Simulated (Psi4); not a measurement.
**SiH2F: geometry relaxation (part 4 of 4)**

SiH2F, multiplicity 2; wB97X-D/def2-SVP, UKS (Psi4 1.11). 

Geometry of the input (Å):
```
Si 1.0258  -0.7404  0.6109
F  1.4449  -1.9043  -0.4134
H  1.0285  -1.3562  1.9568
H  2.0367  0.3247  0.4196
```

**Trajectory as extended XYZ (Å, eV, eV/Å), 4 frames, from step=0 to step=3**
```
4
Properties=species:S:1:pos:R:3:forces:R:3 step=0 energy=-10621.08625
Si    1.0258   -0.7404    0.6109   -0.2877   0.3992   0.1653
F     1.4449   -1.9043   -0.4134    0.1090  -0.6831  -0.6273
H     1.0285   -1.3562    1.9568    0.0325   0.0467   0.3215
H     2.0367    0.3247    0.4196    0.1279   0.2720   0.1675
4
Properties=species:S:1:pos:R:3:forces:R:3 step=1 energy=-10621.11251
Si    1.0302   -0.7343    0.6147   -0.0298   0.0766   0.0525
F     1.4380   -1.9169   -0.4229    0.0194  -0.1370  -0.1314
H     1.0339   -1.3239    1.9891    0.0279   0.0642   0.0060
H     2.0390    0.3592    0.4612   -0.0175  -0.0038   0.0728
4
Properties=species:S:1:pos:R:3:forces:R:3 step=2 energy=-10621.11457
Si    1.0312   -0.7329    0.6159   -0.0043  -0.0219  -0.0239
F     1.4363   -1.9202   -0.4262   -0.0014   0.0094   0.0082
H     1.0402   -1.3053    1.9967    0.0078   0.0062  -0.0031
H     2.0368    0.3648    0.4824    0.0015  -0.0062   0.0075
4
Properties=species:S:1:pos:R:3:forces:R:3 step=3 energy=-10621.11459
Si    1.0310   -0.7330    0.6157   -0.0018  -0.0122  -0.0140
F     1.4366   -1.9201   -0.4261    0.0006   0.0050   0.0055
H     1.0416   -1.3032    1.9972    0.0026  -0.0017  -0.0017
H     2.0368    0.3646    0.4849    0.0020  -0.0032  -0.0008
```

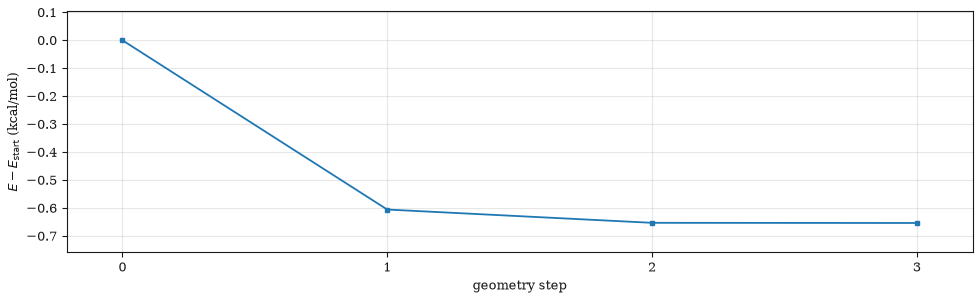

**Figure 1.** Progress of the relaxation, step by step (steps are counted from 0).

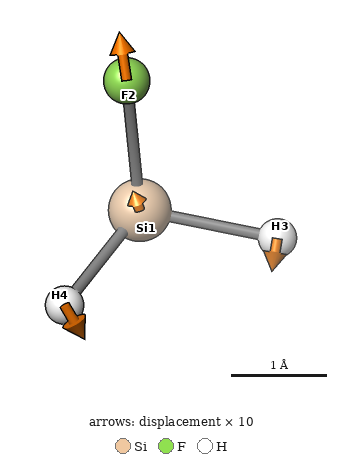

**Figure 2.** The starting structure with the displacements as orange arrows, magnified 10 times (ball-and-stick view, seen at a tilt). The two geometries are laid on each other by the best rigid fit. Over 3 geometry steps the energy falls by 0.65 kcal/mol. Largest force component: 0.68 eV/Å at the start, 0.014 eV/Å at the end. The largest move after the best rigid fit is that of F2, 0.053 Å. By element the largest moves are F 0.053 Å, H 0.045 Å, Si 0.024 Å. Among the contacts that change: Si1–F2 1.606 → 1.631 Å, Si1–H3 1.480 → 1.495 Å. Among the angles that change: H3–Si1–H4 114.5° → 110.9°, F2–Si1–H4 105.1° → 108.1°. (Atoms are counted from 1 in the order of the input.)
